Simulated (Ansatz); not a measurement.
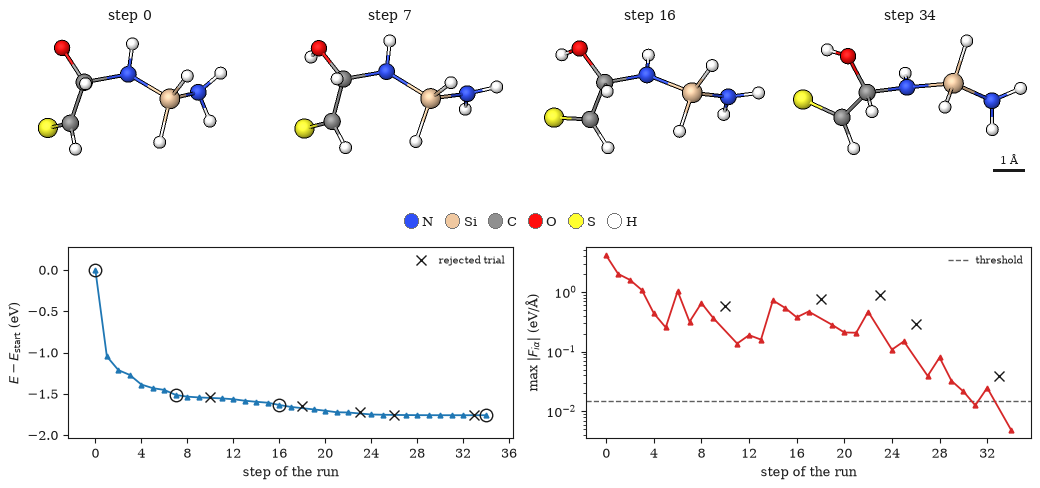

Frames of a relaxation of C2H8N2OSSi, marked on the history of the run. Style: ball-and-stick. Shown face on.

The run prepares an end point of a later path (inversion) calculation, from a guessed geometry.

Level of theory: RKS B3LYP-D4/def2-SVP in Ansatz 0.2.0. Set-up: no spin polarisation; force threshold 0.015 eV/Å; at most 40 steps.

Q: Describe the path.

A: The atom that moves furthest after the best rigid fit is an H atom (1.62 Å). Largest moves by element: H 1.62 Å, S 1.24 Å, O 0.85 Å, N 0.65 Å, C 0.59 Å, Si 0.53 Å. Some distances before and after: C–N 1.550 → 1.447 Å, N–Si 1.631 → 1.724 Å, C–H 1.022 → 1.107 Å, N–Si 1.678 → 1.748 Å. Bond angles that change, for instance: Si–N–H 107.4° → 122.4°, N–C–O 103.3° → 115.2°, N–Si–N 96.2° → 107.8°. Groups turn about C–O by about 40°, C–C by about 20°. Over 29 accepted moves (34 points after the start) the energy falls by 1.758 eV. Largest force component: 4.1 eV/Å at the start, 0.0049 eV/Å at the end. The line search rejected the trial steps at points 10, 18, 23, 26, 33 of the run. The forces were under the threshold at step 31, but the run went on from there. From step 0 to 7: an H atom moves most (0.73 Å), energy −1.513 eV. From step 7 to 16: an H atom moves most (0.85 Å), energy −0.121 eV. From step 16 to 34: an H atom moves most (0.96 Å), energy −0.124 eV.
